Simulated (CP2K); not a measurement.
# Two attempts at SnHCl2O (SMILES [O][SnH]([Cl])[Cl])

Wanted: a single-point energy of SnHCl2O, PM3.

The calculation is run with CP2K 2026.2.

4 further runs of the same task are left out: 4 set aside as unsound or not needed.

### 1 The molecule

The species is SnHCl2O (5 atoms), meant as a doublet with charge 0. SMILES: `[O][SnH]([Cl])[Cl]`. Geometry: a GFN2-xTB relaxation, a rough one for these elements and not checked as a minimum.

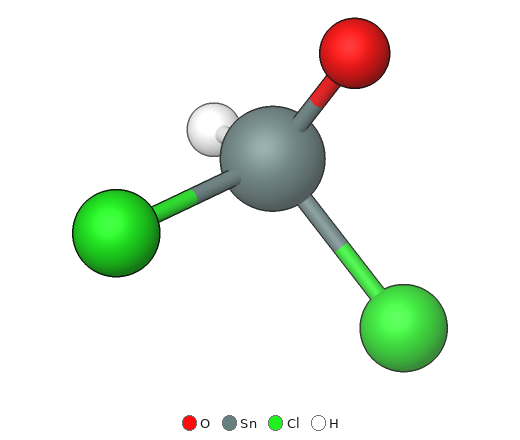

Viewed from a chosen angle; oxygen red, tin teal, chlorine green, hydrogen white.

### 2 The input as first written

File mol.inp:

```
&GLOBAL
   PROJECT_NAME mol
   RUN_TYPE ENERGY
   PRINT_LEVEL MEDIUM
&END
&FORCE_EVAL
   METHOD Quickstep
   &DFT
      CHARGE 0
      MULTIPLICITY 2
      UKS T
      ! Quickstep
      &QS
         METHOD PM3
         EPS_DEFAULT 1.0E-10
         &SE
            &COULOMB
               CUTOFF [angstrom] 50
               RC_RANGE [angstrom] 0
            &END
            &EXCHANGE
               CUTOFF [angstrom] 50
               RC_RANGE [angstrom] 0
            &END
         &END
      &END
      &POISSON
         PERIODIC NONE
         POISSON_SOLVER ANALYTIC
      &END
      ! SCF settings
      &SCF
         SCF_GUESS ATOMIC
         EPS_SCF 1.0E-07
         MAX_SCF 52
         ADDED_MOS 4
         &DIAGONALIZATION
            ALGORITHM STANDARD
         &END
         &MIXING
            METHOD DIRECT_P_MIXING
            ALPHA 0.4
         &END
      &END
      &PRINT
         &MOMENTS
            PERIODIC F
            REFERENCE COM
            MAX_MOMENT 1
         &END
         &MO ON
            ENERGIES T
            OCCUPATION_NUMBERS T
            NDIGITS 6
            &EACH
               QS_SCF 0
            &END
            ADD_LAST NUMERIC
         &END
         &HIRSHFELD OFF
         &END
      &END
   &END
   ! atoms, cell and kinds
   &SUBSYS
      &CELL
         ABC [angstrom] 8.9 11 11.2
         PERIODIC NONE
      &END
      &COORD
         O      0.738170    -1.332620     1.122420
         Sn     0.192260     0.107980     0.178990
         Cl     0.486640    -0.545090    -2.058870
         Cl     1.088170    -1.332620     1.122420
         H      0.729630     1.703210     0.358220
      &END
      &TOPOLOGY
         &CENTER_COORDINATES
         &END
      &END
   &END
&END
```

Started as:

```
$ OMP_NUM_THREADS=1 cp2k.psmp -i mol.inp > mol.out 2>&1
```

The log of the run:

```text
CP2K| version string:                                       CP2K version 2026.2
[...]
 GLOBAL| Method name                                                        CP2K
[...]
 GLOBAL| Run type                                                         ENERGY
[...]
                             - Atoms:                                          5
[...]
                             - Spherical basis functions:                     17
[...]
 *** WARNING in particle_methods.F:720 :: The distance between the atoms 1 ***
 *** and 4 is only 0.350 angstrom and thus smaller than the threshold of   ***
 *** 0.500 angstrom                                                        ***
[...]
 Number of electrons:                                                         13
[...]
     1 P_Mix/Diag. 0.40E+00    0.0     0.49796691       -17.4520678182 -1.75E+01
[...]
    40 DIIS/Diag.  0.69E-07    0.0     0.00000009       -22.4097838193 -7.82E-14
  *** SCF run converged in    40 steps ***
  Core-core repulsion energy [eV]:                           2085.94585748547979
  Core Hamiltonian energy [eV]:                             -1550.86015325619906
  Two-electron integral energy [eV]:                        -2289.77386775468131
  Electronic energy [eV]:                                   -2695.74708713353948
  Total energy [eV]:                                         -609.80122964806003
  Atomic reference energy [eV]:                              1022.18042000245885
  Heat of formation [kcal/mol]:                              9509.69079749842604
[...]
 SE_DIPOLE| Moment [Debye]        -13.48390680      14.19607025     -15.28893121
 SE_DIPOLE| Derivative [a.u.]       0.00000000       0.00000000       0.00000000
 ENERGY| Total FORCE_EVAL ( QS ) energy [hartree]            -22.409783819250151
[...]
```

Wall time 0.97 s (1 thread of Intel Xeon 6975P-C (Granite Rapids), shared host); peak memory 0.18 GiB.

### 3 What went wrong

The program ended normally, but the settings are unsound, so its numbers aren't properties of the molecule.

What is wrong: two atoms lie on top of or far too near each other. As the program read them, the closest atoms are 0.35 Å apart, against 1.69 Å in the sound input.

### 4 Try two

File qs.inp:

```
&GLOBAL
    PROJECT_NAME qs
    RUN_TYPE ENERGY
    PRINT_LEVEL MEDIUM
&END GLOBAL

&FORCE_EVAL
    METHOD QUICKSTEP
    &DFT
        CHARGE 0
        MULTIPLICITY 2
        SPIN_POLARIZED T
        ! Quickstep
        &QS
            METHOD PM3
            EPS_DEFAULT 1.0E-10
            &SE
                &COULOMB
                    CUTOFF [angstrom] 50
                    RC_RANGE [angstrom] 0
                &END COULOMB
                &EXCHANGE
                    CUTOFF [angstrom] 50
                    RC_RANGE [angstrom] 0
                &END EXCHANGE
            &END SE
        &END QS
        ! no periodic images
        &POISSON
            PERIODIC NONE
            POISSON_SOLVER ANALYTIC
        &END POISSON
        &SCF
            SCF_GUESS ATOMIC
            EPS_SCF 1.0E-07
            MAX_SCF 150
            ADDED_MOS 4
            &DIAGONALIZATION
                ALGORITHM STANDARD
            &END DIAGONALIZATION
            &MIXING
                METHOD DIRECT_P_MIXING
                ALPHA 0.4
            &END MIXING
        &END SCF
        ! extra output
        &PRINT
            &MOMENTS
                PERIODIC F
                REFERENCE COM
                MAX_MOMENT 1
            &END MOMENTS
            &MO ON
                ENERGIES T
                OCCUPATION_NUMBERS T
                NDIGITS 6
                &EACH
                    QS_SCF 0
                &END EACH
                ADD_LAST NUMERIC
            &END MO
            &HIRSHFELD OFF
            &END HIRSHFELD
        &END PRINT
    &END DFT
    ! structure
    &SUBSYS
        &CELL
            ABC [angstrom] 10.9 11 11.2
            PERIODIC NONE
        &END CELL
        &COORD
            O      0.738170    -1.332620     1.122420
            Sn     0.192260     0.107980     0.178990
            Cl     0.486640    -0.545090    -2.058870
            Cl    -2.146700     0.066510     0.399230
            H      0.729630     1.703210     0.358220
        &END COORD
        &TOPOLOGY
            &CENTER_COORDINATES
            &END CENTER_COORDINATES
        &END TOPOLOGY
    &END SUBSYS
&END FORCE_EVAL
```

Started as:

```
$ OMP_NUM_THREADS=1 cp2k.psmp -i qs.inp > qs.out 2>&1
```

The log of the run:

```text
CP2K| version string:                                       CP2K version 2026.2
[...]
 GLOBAL| Method name                                                        CP2K
[...]
 GLOBAL| Run type                                                         ENERGY
[...]
                             - Atoms:                                          5
[...]
                             - Spherical basis functions:                     17
[...]
 Number of electrons:                                                         13
[...]
     1 P_Mix/Diag. 0.40E+00    0.0     0.37144997       -34.5990954518 -3.46E+01
[...]
    91 DIIS/Diag.  0.98E-07    0.0     0.00000010       -37.5939829088 -3.55E-14
  *** SCF run converged in    91 steps ***
  Core-core repulsion energy [eV]:                           1135.86296518635595
  Core Hamiltonian energy [eV]:                             -1587.62460557238296
  Two-electron integral energy [eV]:                        -1142.44531848590100
  Electronic energy [eV]:                                   -2158.84726481533335
  Total energy [eV]:                                        -1022.98429962897762
  Atomic reference energy [eV]:                              1022.18042000245885
  Heat of formation [kcal/mol]:                               -18.53790604717883
[...]
 SE_DIPOLE| Moment [Debye]         -2.51173238      -2.53247177      -2.05961191
 SE_DIPOLE| Derivative [a.u.]       0.00000000       0.00000000       0.00000000
 ENERGY| Total FORCE_EVAL ( QS ) energy [hartree]            -37.593982908829545
[...]
```

Run time: 1.1 s. Hardware: 1 thread of Intel Xeon 6975P-C (Granite Rapids), shared host; peak memory 0.18 GiB.

### 5 What came out

At PM3:

| quantity | value |
| --- | --- |
| total energy | -37.59398 Eh |
| dipole moment | 4.12 D |
| HOMO energy (highest over α and β) | -11.44 eV |
| LUMO energy (lowest over α and β) | -3.29 eV |
| heat of formation | -18.5 kcal/mol |

The first attempt's energy was +413.183 eV off this one.
